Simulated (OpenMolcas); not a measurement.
## C2H5Si (SMILES C=C[SiH2]): methods side by side

C2H5Si has 8 atoms, charge 0, and is taken as a doublet. SMILES: `C=C[SiH2]`. Geometry: relaxed at PBE0-D4/def2-TZVP.

```xyz
8

C    -0.4086    0.9302   -0.8779
C    -0.3577    0.3489    0.3266
Si    0.8864   -0.9135    0.8076
H     0.2662    0.6449   -1.6799
H    -1.1290    1.7084   -1.1117
H    -1.0567    0.6892    1.0892
H     1.5315   -1.5441   -0.3751
H     0.3600   -1.9212    1.7654
```

Quantity: the energy change with the C2–Si3 bond stretched from 1.837 to 2.388 Å, in eV. The values are calculated.

```
               level             kind     program  value (eV)  CPU time (all runs)
     UHF/aug-cc-pVDZ     Hartree–Fock  OpenMolcas        1.42                 54 s
  USVWN5/aug-cc-pVDZ              LDA  OpenMolcas        1.35              2.1 min
   UBLYP/aug-cc-pVDZ              GGA  OpenMolcas        1.10              3.4 min
    UPBE/aug-cc-pVDZ              GGA  OpenMolcas        1.18              3.3 min
U-r2SCAN/aug-cc-pVDZ         meta-GGA  OpenMolcas        1.29              5.2 min
  UM06-L/aug-cc-pVDZ         meta-GGA  OpenMolcas        1.32              5.1 min
  UB3LYP/aug-cc-pVDZ    global hybrid  OpenMolcas        1.23              3.5 min
 UM06-2X/aug-cc-pVDZ  hybrid meta-GGA  OpenMolcas        1.34              4.7 min
```

The first shape isn't each level's own minimum. The values span 1.10 to 1.42 eV. Spin contamination of the reference (⟨S²⟩ at least 0.1 too high) touches UHF/aug-cc-pVDZ. CPU times are rough (shared hosts, several kinds of processor and program).

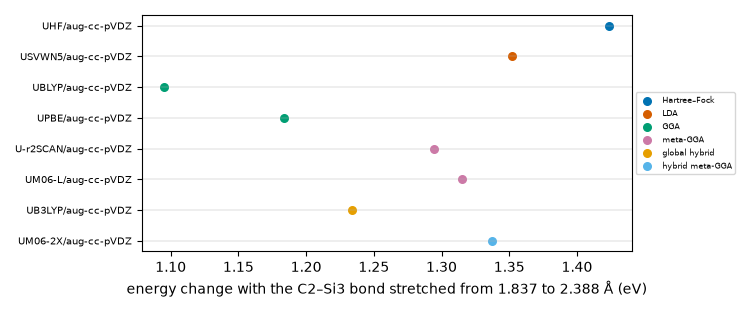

The values of the table, level by level.
